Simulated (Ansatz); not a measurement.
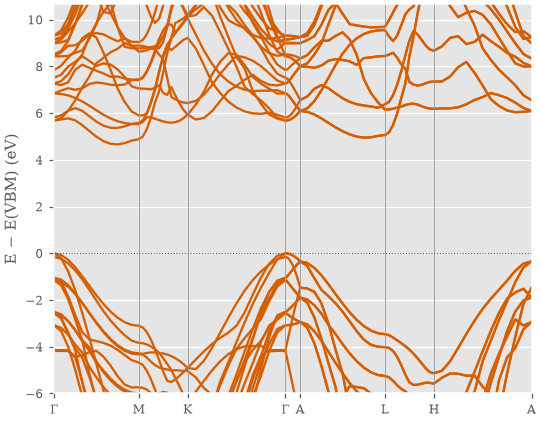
*Band structure from plane-wave PAW r²SCAN (Ansatz code)*

Problem. Read off the gap and where the band edges lie.

Solution. About 4.7 eV (4.66 eV by a search for the band edges); maximum at Γ, minimum on the Γ–M line, 73 % of the way from Γ.

The material is C in space group P6_3/mmc (No. 194; C on 4f, C on 4f, C on 4e).

The workflow started from a Materials Project entry (that database holds measured and hypothetical structures alike). Its sites differ from those of the usual phase in this space group: another stacking or structure type. The cell was relaxed with r²SCAN under the symmetry of its start; phonons on a q-mesh show no instability.

Potentials: the later of the program's two PAW sets.
